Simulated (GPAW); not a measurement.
Band structure of CuS (Fm-3m, 2 atoms in the cell).

```
CELL_PARAMETERS angstrom
      0.00000     2.43990     2.43990
      2.43990     0.00000     2.43990
      2.43990     2.43990     0.00000
ATOMIC_POSITIONS crystal
  Cu 0.00000 0.00000 0.00000
  S  0.50000 0.50000 0.50000
```

Level of theory: PBEsol, GPAW PAW datasets PBEsol (made by gpaw-setup) (plane waves; GPAW 25.7.0).

Settings: mode = pw; ecut = 800 eV; xc = PBEsol; kpts = 8 8 8; mesh shift (steps) = 0 0 0; occupations.name = fermi-dirac; occupations.width = 0.1 eV; nbands = -10; convergence.density = 1e-05 e/electron; symmetry.symmorphic = false; symmetry.tolerance = 0.0005; maxiter = 120; bandpath_npoints = 40.

The starting cell comes from a database of computed structures (which also holds hypothetical and non-ambient phases and stackings), without a prior relaxation at this level. Spin polarisation is off; with an odd number of electrons in the cell that forces a metal, and a magnetic state may lie lower.

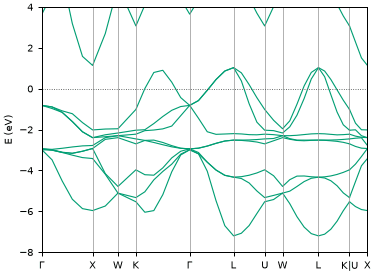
Figure. Bands along the path, energies from the Fermi level.

Levels in eV from the Fermi level, bands 6 to 12:
```tsv
point	6	7	8	9	10	11	12
Γ	-2.95	-0.82	-0.82	-0.82	3.65	9.55	9.55
X	-2.78	-2.40	-2.40	-2.02	1.14	5.98	13.16
W	-2.30	-2.30	-2.17	-1.96	5.02	7.95	8.68
K	-2.46	-2.23	-2.03	-1.02	3.07	7.44	10.32
L	-2.52	-2.20	1.03	1.03	4.16	6.20	6.20
U	-2.46	-2.23	-2.03	-1.02	3.07	7.44	10.32
```

Bands cross the Fermi level along this path, so the cell is metallic at this level.
